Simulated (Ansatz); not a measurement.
ZnSiP2: P → Bi

Consider ZnSiP2 in the chalcopyrite structure (space group I-42d, No. 122; a = 5.419 Å, c = 10.539 Å).

Modification: every P is replaced by Bi, then cell and atoms are relaxed.

Method: DFT with PBE, PAW potentials and a 420 eV plane-wave cutoff in Ansatz (a quantum-chemistry and plane-wave program), no spin-orbit coupling. k-mesh 10×10×10 (Γ-centred); smearing 0.05 eV (Fermi–Dirac), for the changed cell.

- Volume per atom = 31.75 Å³ (base 19.34 Å³)
- Density = 6.69 g/cm³ (base 3.34 g/cm³)
- Lattice parameter a = 6.366 Å (base 5.419 Å)
- c/a ratio = 1.969 (base 1.945)
- Space group = I-42d (No. 122) (base I-42d (No. 122))
- Shortest interatomic distance = 2.730 Å (base 2.272 Å)
- Band gap = zero (base 1.36 eV)

Final structure:

```
CELL_PARAMETERS angstrom
     -3.18318     3.18318     6.26696
      3.18318    -3.18318     6.26696
      3.18318     3.18318    -6.26696
ATOMIC_POSITIONS crystal
  Zn 0.00000 0.00000 0.00000
  Zn 0.75000 0.25000 0.50000
  Si 0.50000 0.50000 0.00000
  Si 0.25000 0.75000 0.50000
  Bi 0.37500 0.37826 0.50326
  Bi 0.87500 0.87174 0.49674
  Bi 0.12826 0.62500 0.00326
  Bi 0.62174 0.12500 0.99674
```

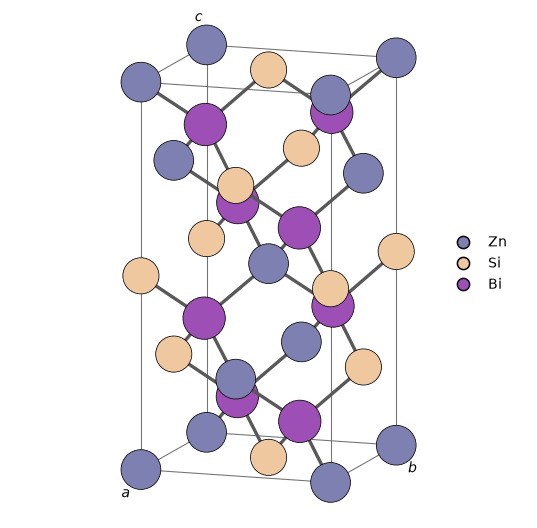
*The relaxed conventional cell after the change*

Cost of the whole job for the changed cell (relaxation, final SCF and bands): roughly 16 core-minutes.

Spin-orbit coupling, missing from the scalar runs, can matter with Bi. No phonon test of stability was made. As relaxed here, ZnBi2Si is a hypothetical phase, not in the database extracts checked. The final runs are not spin-polarised. The zero or small gap of ZnBi2Si can change with the level of theory.
